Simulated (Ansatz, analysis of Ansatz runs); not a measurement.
## Can an added hole hop between Mn atoms in Li2MnF5 (C2/c)?

Question: does an added hole stay on the Mn atom where it is started in Li2MnF5 (C2/c), and if so, how high is the barrier for a hop to another Mn site nearby? Model: a cell of 64 host atoms.

Program: Ansatz 0.2.0. Level of theory: plane-wave PAW DFT, PBEsol+U; relaxation of all atoms of a supercell at fixed charge in a uniform background; PAW set soft_1. Results are calculated unless marked as measured.

## Step 1: Set-up

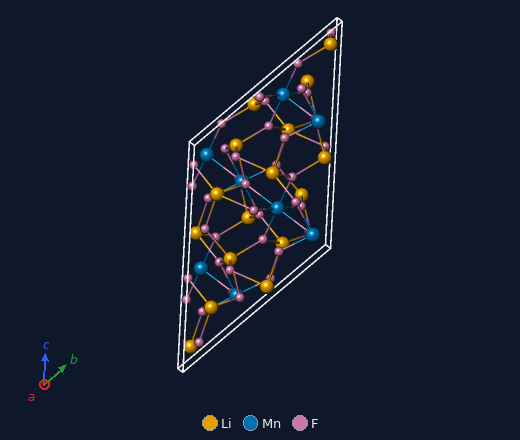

The cell as given, slightly off an axis (lithium orange, manganese blue, fluorine pink).

The cell holds 64 atoms: 16 Li, 8 Mn and 40 F. Its edges and angles: a = 8.930 Å, b = 9.917 Å, c = 11.166 Å, α = 49.7°, β = 91.9°, γ = 72.5°. It derives from Li2MnF5 (space group C2/c). Nearest the centre at fractional (0.375, 0.375, 0.625): F26 at 1.09 Å, Mn18 at 1.85 Å, Mn24 at 1.85 Å, F38 at 2.11 Å, F33 at 2.11 Å, F57 at 2.31 Å, F62 at 2.31 Å, Li5 at 2.80 Å.

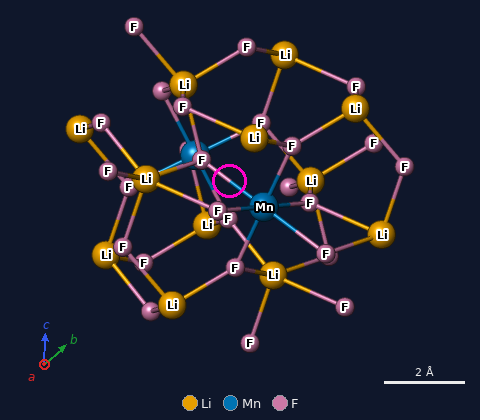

The atoms within 5 Å of the centre. A ring marks the centre wherever it is empty.

Hubbard terms: Mn d 4.0 eV. They were chosen, not fitted, to curb self-interaction in the shells named, the trial site's among them. The two sites are Mn24 and Mn18. The cell's shortest repeat is 8.9 Å. The host's moments were started ferromagnetic, high spin; both sites carry the same spin direction.

## Step 2: The cell without the carrier

The neutral cell is relaxed first, from small random displacements, so that bond lengths and moments with the carrier can be set beside those of a relaxed cell without it.

neutral.relax/input.yaml

```yaml
crystal:
  lattice:
    - [-2.81247804, 4.98286665, 6.85548075]
    - [7.18059468, 0.0, 6.83994485]
    - [9.99307272, 4.98286665, -0.01553589]
  atoms:
    - { symbol: Li, position: [0.298629, 0.941541, 0.1924] }
    - { symbol: Li, position: [0.298629, 0.941541, 0.6924] }
    - { symbol: Li, position: [0.798629, 0.441541, 0.1924] }
    - { symbol: Li, position: [0.798629, 0.441541, 0.6924] }
    - { symbol: Li, position: [0.0576, 0.682571, 0.451371] }
    - { symbol: Li, position: [0.0576, 0.682571, 0.951371] }
    - { symbol: Li, position: [0.5576, 0.182571, 0.451371] }
    - { symbol: Li, position: [0.5576, 0.182571, 0.951371] }
    - { symbol: Li, position: [0.201371, 0.558459, 0.3076] }
    - { symbol: Li, position: [0.201371, 0.558459, 0.8076] }
    - { symbol: Li, position: [0.701371, 0.058459, 0.3076] }
    - { symbol: Li, position: [0.701371, 0.058459, 0.8076] }
    - { symbol: Li, position: [0.4424, 0.817429, 0.048629] }
    - { symbol: Li, position: [0.4424, 0.817429, 0.548629] }
    - { symbol: Li, position: [0.9424, 0.317429, 0.048629] }
    - { symbol: Li, position: [0.9424, 0.317429, 0.548629] }
    - { symbol: Mn, position: [0.25, 0.25, 0.25], spin: 4.0 }
    - { symbol: Mn, position: [0.25, 0.25, 0.75], spin: 4.0 }
    - { symbol: Mn, position: [0.75, 0.75, 0.25], spin: 4.0 }
    - { symbol: Mn, position: [0.75, 0.75, 0.75], spin: 4.0 }
    - { symbol: Mn, position: [0.0, 0.0, 0.0], spin: 4.0 }
    - { symbol: Mn, position: [0.0, 0.0, 0.5], spin: 4.0 }
    - { symbol: Mn, position: [0.5, 0.5, 0.0], spin: 4.0 }
    - { symbol: Mn, position: [0.5, 0.5, 0.5], spin: 4.0 }
    - { symbol: F, position: [0.483916, 0.266084, 0.233916] }
    - { symbol: F, position: [0.483916, 0.266084, 0.733916] }
    - { symbol: F, position: [0.983916, 0.766084, 0.233916] }
    - { symbol: F, position: [0.983916, 0.766084, 0.733916] }
    - { symbol: F, position: [0.016084, 0.233916, 0.266084] }
    - { symbol: F, position: [0.016084, 0.233916, 0.766084] }
    - { symbol: F, position: [0.516084, 0.733916, 0.266084] }
    - { symbol: F, position: [0.516084, 0.733916, 0.766084] }
    - { symbol: F, position: [0.278772, 0.675124, 0.409779] }
    - { symbol: F, position: [0.278772, 0.675124, 0.909779] }
    - { symbol: F, position: [0.778772, 0.175124, 0.409779] }
    - { symbol: F, position: [0.778772, 0.175124, 0.909779] }
    - { symbol: F, position: [0.159779, 0.386326, 0.028772] }
    - { symbol: F, position: [0.159779, 0.386326, 0.528772] }
    - { symbol: F, position: [0.659779, 0.886326, 0.028772] }
    - { symbol: F, position: [0.659779, 0.886326, 0.528772] }
    - { symbol: F, position: [0.221228, 0.824876, 0.090221] }
    - { symbol: F, position: [0.221228, 0.824876, 0.590221] }
    - { symbol: F, position: [0.721228, 0.324876, 0.090221] }
    - { symbol: F, position: [0.721228, 0.324876, 0.590221] }
    - { symbol: F, position: [0.340221, 0.113674, 0.471228] }
    - { symbol: F, position: [0.340221, 0.113674, 0.971228] }
    - { symbol: F, position: [0.840221, 0.613674, 0.471228] }
    - { symbol: F, position: [0.840221, 0.613674, 0.971228] }
    - { symbol: F, position: [0.058856, 0.090024, 0.089522] }
    - { symbol: F, position: [0.058856, 0.090024, 0.589522] }
    - { symbol: F, position: [0.558856, 0.590024, 0.089522] }
    - { symbol: F, position: [0.558856, 0.590024, 0.589522] }
    - { symbol: F, position: [0.339522, 0.011598, 0.308856] }
    - { symbol: F, position: [0.339522, 0.011598, 0.808856] }
    - { symbol: F, position: [0.839522, 0.511598, 0.308856] }
    - { symbol: F, position: [0.839522, 0.511598, 0.808856] }
    - { symbol: F, position: [0.441144, 0.409976, 0.410478] }
    - { symbol: F, position: [0.441144, 0.409976, 0.910478] }
    - { symbol: F, position: [0.941144, 0.909976, 0.410478] }
    - { symbol: F, position: [0.941144, 0.909976, 0.910478] }
    - { symbol: F, position: [0.160478, 0.488402, 0.191144] }
    - { symbol: F, position: [0.160478, 0.488402, 0.691144] }
    - { symbol: F, position: [0.660478, 0.988402, 0.191144] }
    - { symbol: F, position: [0.660478, 0.988402, 0.691144] }
basis:
  ecutwfc: 420
  xc_grid: 2
hamiltonian:
  xc: pbesol
  hubbard:
    sites: [{ species: Mn, l: d, u_eff: 4.0 }]
    projectors: ortho-atomic
  pseudopotentials: { kind: paw, azcp: { folder: soft_1 }, xc_functional: pbe }
kpoints:
  mp_grid: { grid: [1, 1, 1] }
magnetization:
  spin_polarized: true
  initial_magnetization: 32
  spin_locking: { lock_magnetization: hard }
scf:
  occupations: { method: fermi_dirac, width: 0.01 }
  max_iter: 120
  lower_state_search: "off"
output:
  forces: true
relax:
  f_tol: 0.02
  max_steps: 70
  random_displacement: { amplitude: 0.04, seed: 9434 }
checkpoint:
  write: "../neutral.relax.run"
  compress: false
  write_wavefunctions: true
  write_every: 100000
```

Command:

```
ansatz run input.yaml --threads 4 --pin off --max-ram 9420MiB --backend cpu --events-out ev --progress --plain --runs-dir out
```

Numbers of over 12 decimals in the logs are rounded to 6 here.

Log:

```text
[... repeated set-up lines and file paths are left out, and long positions are rounded to six places ...]
Engine: ansatz 0.2.0, aarch64-unknown-linux-gnu
Pseudopotentials: kind: paw
Pseudopotential: Li, paw, valence charge 3, recommended cutoff 420 eV (normal), soft_1/Li.paw.azcp
Pseudopotential: Mn, paw, valence charge 15, recommended cutoff 420 eV (normal), soft_1/Mn.paw.azcp
Pseudopotential: F, paw, valence charge 7, recommended cutoff 420 eV (normal), soft_1/F.paw.azcp
Functional definition: PBEsol
  exchange = pbesol_x
  correlation = pbesol_c
Crystal: 64 atoms, lattice volume = 682.290 Å³
Basis set: ecut = 420 eV, 13355 PW (Γ), exchange–correlation on 120×144×150 points (8 copies of the dense FFT grid, shifted against one another)
Bands: 304, of which v1, the nominal top of the filled ones, is band 224 counted from 1 (223 counted from 0)
Symmetry: 1 space group operations
k-points: 1
Non-local potential: Li, projectors of the file, l = 0: 3, l = 1: 2, l = 2: 1
Non-local potential: Mn, projectors of the file, l = 0: 3, l = 1: 2, l = 2: 3, l = 3: 1
Non-local potential: F, projectors of the file, l = 0: 2, l = 1: 2, l = 2: 1
PAW form: soft (Blöchl's): semilocal exchange-correlation on the pseudo side does not see the compensation charge
PAW frozen core: Mn, regenerated for the run's functional, and the local potential with it (the file was generated under x = pbe(κ = 0.804, μ = 0.219515), c = pbe(β = 0.066725))
PAW frozen core: F, regenerated for the run's functional, and the local potential with it (the file was generated under x = pbe(κ = 0.804, μ = 0.219515), c = pbe(β = 0.066725))
[...]
[... 6 atoms left out ...]
  atom  33  F      0.00201033     0.00059840    -0.00016806
  [... 4 atoms left out ...]
  atom  38  F     -0.00043631    -0.00240998     0.00151261
  [... 18 atoms left out ...]
  atom  57  F      0.00401738     0.00238563     0.00244129
  [... 4 atoms left out ...]
  atom  62  F     -0.00243549    -0.00010305    -0.00146400
[...]
max |Σ_I F_I| component: 2.51e-5 eV/Å
--- Band table (eV) ---
  k-point 0 ↑: bands = ["-78.0803", "-78.0800", "-78.0794", "-78.0793", [... 296 left out ...] "16.8861", "16.9721", "17.0742", "17.1460"]
  k-point 0 ↓: bands = ["-73.8278", "-73.8275", "-73.8270", "-73.8269", [... 296 left out ...] "17.2563", "17.3318", "17.3775", "17.3789"]
Occupation matrices written to <dir>
--- Relaxed structure (4 steps of the walk, 4 accepted, 0 SCFs on fresh bases) ---
  F+E_penalty+E_count = -66263.85906491 eV   max|allowed force component| = 5.686e-3 eV/Å
  atoms:
    - { symbol: Li, position: [0.298680, 0.940723, 0.192910] }
    - { symbol: Li, position: [0.298606, 0.940096, 0.693338] }
[...]
- { symbol: Li, position: [0.057920, 0.681854, 0.451874] }
[...]
- { symbol: Li, position: [0.557702, 0.181762, 0.951804] }
    - { symbol: Li, position: [0.202026, 0.558799, 0.307597] }
[...]
- { symbol: Mn, position: [0.250374, 0.249729, 0.750197] }
[...]
- { symbol: Mn, position: [0.500449, 0.499735, 0.500236] }
    [... 1 atom left out ...]
    - { symbol: F, position: [0.484292, 0.265856, 0.734078] }
[...]
- { symbol: F, position: [0.279050, 0.674830, 0.409857] }
    [... 4 atoms left out ...]
    - { symbol: F, position: [0.159950, 0.386297, 0.528871] }
    [... 18 atoms left out ...]
    - { symbol: F, position: [0.441820, 0.409300, 0.411064] }
    [... 4 atoms left out ...]
    - { symbol: F, position: [0.161322, 0.487895, 0.691661] }
    [... 2 atoms left out ...]
[key lines of the parts left out:]
SCF converged after 9 iterations
Magnetization: 32.0000 μB (240.0000 up, 208.0000 down)
Free energy (F): -66263.859065 eV
Fermi energy:    3.957807 (↑ 3.957807, ↓ 4.086032) eV
```

It took 41 s on 4 threads of Arm Neoverse V2, shared host; peak memory 1.6 GiB.

The largest displacement from an ideal site is 0.011 Å.

(Continued in part 2 of 3.)

[Logs are printed without paths, hosts, clocks, repeated set-up lines and the standing remarks that a program may print on its own settings, such as how far it seeks lower states.]

[Hosts, paths, dates, database ids (printed as entryN), source tags and the programs' standing remarks are cut or masked in the printed files.]
